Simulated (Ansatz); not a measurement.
## Atom list for Generalised stacking fault on (110) of a KCl-RbCl solid solution (80 atoms)

This is step 2 of a relaxation. Method: Kohn-Sham DFT, LDA, PAW (set soft_2), plane waves (Ansatz 0.2.0); cutoff 420 eV, k-mesh 2×1×1, fermi-dirac smearing of 0.025 eV.

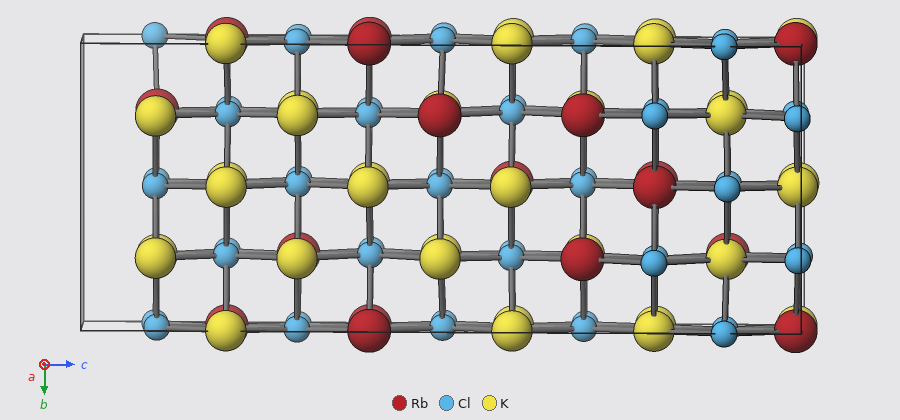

The structure (rubidium red, chlorine blue, potassium yellow). Some periodic images of atoms are drawn too.

Extended XYZ; positions in Å, forces in eV/Å:

```xyz
80
Lattice="7.339 0.000 0.000 0.000 10.379 0.000 2.446 0.000 26.049" Properties=species:S:1:pos:R:3:forces:R:3 pbc="T T T"
Rb 7.302 0.008 25.808 -0.043 0.013 0.105
Cl 1.800 10.350 2.603 0.152 0.021 0.102
K 3.626 10.363 25.801 -0.020 0.029 -0.045
Cl 5.645 10.332 2.722 -0.086 0.041 -0.004
K 7.300 5.181 25.876 -0.029 -0.002 -0.068
Cl 1.856 5.217 2.662 0.069 -0.019 0.101
K 3.618 5.199 25.863 -0.001 -0.015 -0.057
Cl 5.578 5.226 2.667 -0.027 -0.025 0.093
K 7.373 2.619 2.704 0.042 -0.013 0.070
Cl 1.826 2.630 5.271 0.030 -0.005 -0.020
Rb 3.723 2.590 2.714 0.013 -0.006 -0.090
Cl 5.590 2.631 5.286 -0.037 0.005 -0.020
K 7.389 10.378 5.238 -0.012 -0.007 -0.022
Cl 1.811 0.033 7.783 0.012 -0.023 0.017
Rb 3.697 0.005 5.224 0.003 -0.030 -0.030
Cl 5.570 0.023 7.782 -0.016 -0.012 0.011
K 7.377 7.756 2.700 0.038 0.011 0.058
Cl 1.819 7.747 5.217 0.049 0.021 0.014
K 3.704 7.796 2.704 0.037 -0.024 0.076
Cl 5.580 7.739 5.223 -0.043 0.007 0.035
K 7.369 5.189 5.251 0.002 -0.001 -0.021
Cl 1.834 5.162 7.803 0.019 0.015 -0.003
K 3.697 5.190 5.232 0.011 0.010 -0.003
Cl 5.545 5.161 7.809 -0.021 0.020 -0.005
K 7.357 2.599 7.824 0.005 0.032 -0.008
Cl 1.866 2.658 10.354 0.011 -0.029 0.013
K 3.690 2.598 7.796 0.001 0.037 0.001
Cl 5.483 2.659 10.352 0.001 -0.039 0.019
Rb 7.343 10.379 10.413 0.006 0.005 0.016
Cl 1.866 10.353 13.039 -0.005 0.008 -0.035
Rb 3.672 10.375 10.391 0.014 -0.011 0.005
Cl 5.484 10.340 13.041 0.012 0.033 -0.042
K 7.359 7.772 7.808 -0.004 -0.022 -0.001
Cl 1.819 7.722 10.418 0.011 0.027 -0.022
Rb 3.688 7.779 7.813 0.005 -0.018 -0.014
Cl 5.535 7.717 10.421 0.002 0.038 -0.026
K 7.351 5.186 10.368 -0.003 0.004 0.007
Cl 1.832 5.219 12.923 -0.006 -0.018 0.023
K 3.684 5.189 10.368 -0.012 0.010 0.008
Cl 5.503 5.219 12.924 0.026 -0.022 0.028
Rb 7.342 2.593 12.959 -0.007 0.003 -0.003
Cl 1.852 2.563 15.545 -0.002 0.002 -0.003
K 3.672 2.599 12.953 -0.001 0.002 0.018
Cl 5.478 2.560 15.544 0.008 0.010 -0.008
K 7.344 0.001 15.568 -0.006 -0.013 -0.017
Cl 1.873 10.379 18.131 -0.009 -0.003 -0.020
K 3.677 10.372 15.571 -0.015 -0.003 -0.022
Cl 5.447 0.000 18.132 0.018 -0.002 -0.014
K 7.351 7.783 12.971 -0.007 -0.012 0.017
Cl 1.831 7.816 15.507 -0.008 -0.015 0.020
K 3.686 7.779 12.960 -0.022 -0.005 0.012
Cl 5.500 7.815 15.513 0.022 -0.019 0.011
K 7.338 5.185 15.521 -0.010 0.018 -0.015
Cl 1.847 5.186 18.093 -0.017 0.007 0.023
Rb 3.663 5.193 15.514 0.005 0.009 -0.029
Cl 5.468 5.190 18.093 0.024 -0.005 0.023
Rb 7.330 2.586 18.135 -0.014 -0.016 -0.002
Cl 9.176 2.525 20.750 -0.010 0.048 -0.025
K 3.656 2.591 18.133 0.009 -0.020 -0.006
Cl 5.462 2.532 20.750 0.015 0.043 -0.034
K 7.330 0.005 20.693 -0.025 -0.005 0.021
Cl 9.144 0.026 23.250 -0.008 -0.003 0.024
K 3.652 0.003 20.696 0.006 -0.007 0.017
Cl 5.471 0.032 23.233 0.007 -0.041 0.032
Rb 7.332 7.791 18.112 -0.009 0.016 -0.009
Cl 9.155 7.849 20.718 -0.012 -0.031 -0.007
K 3.662 7.784 18.124 -0.003 0.025 -0.020
Cl 5.485 7.848 20.718 0.022 -0.033 -0.014
Rb 7.324 5.183 20.722 -0.016 0.000 0.013
Cl 9.125 5.162 23.362 -0.024 -0.009 -0.034
Rb 3.649 5.189 20.731 0.012 -0.001 0.020
Cl 5.502 5.158 23.366 0.003 0.043 -0.069
K 7.312 2.580 23.294 -0.007 0.023 0.033
Cl 9.173 2.626 25.894 -0.095 -0.023 -0.074
K 3.631 2.591 23.287 0.001 0.004 0.038
Cl 5.407 2.626 25.783 0.042 -0.027 0.024
K 7.317 7.788 23.303 -0.016 -0.005 0.028
Cl 9.135 7.753 25.914 -0.057 0.013 -0.127
Rb 3.644 7.785 23.310 0.011 -0.009 0.029
Cl 5.469 7.758 25.921 -0.013 -0.005 -0.117
```

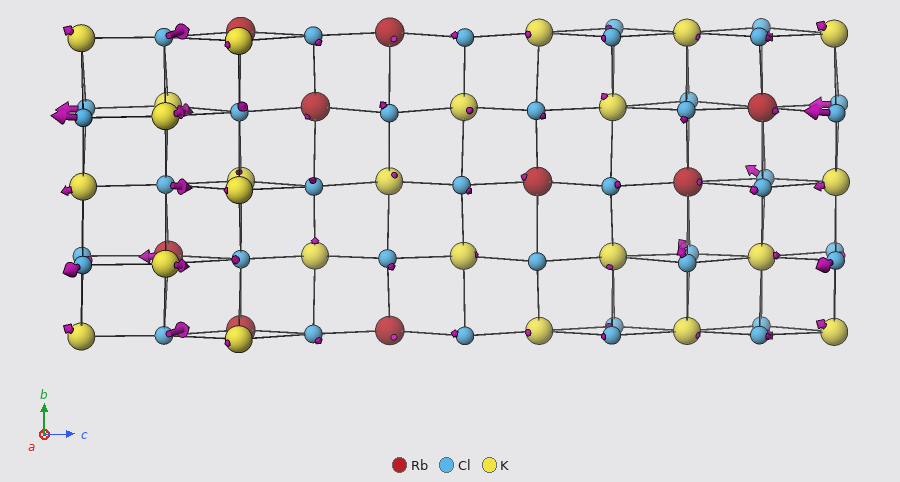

The forces as arrows, the longest 0.184 eV/Å. Drawn is a slice 4 Å thick, seen along the normal of the bc plane.

The r.m.s. force component is 0.0320 eV/Å; the longest force, 0.184 eV/Å, acts on Cl2. The energy lies 8.7 meV/atom below that of the first step of this run.

[Logs are printed without paths, hosts, clocks, repeated set-up lines and the standing remarks that a program may print on its own settings, such as how far it seeks lower states.]

[Hosts, paths, dates, database ids (printed as entryN), source tags and the programs' standing remarks are cut or masked in the printed files.]
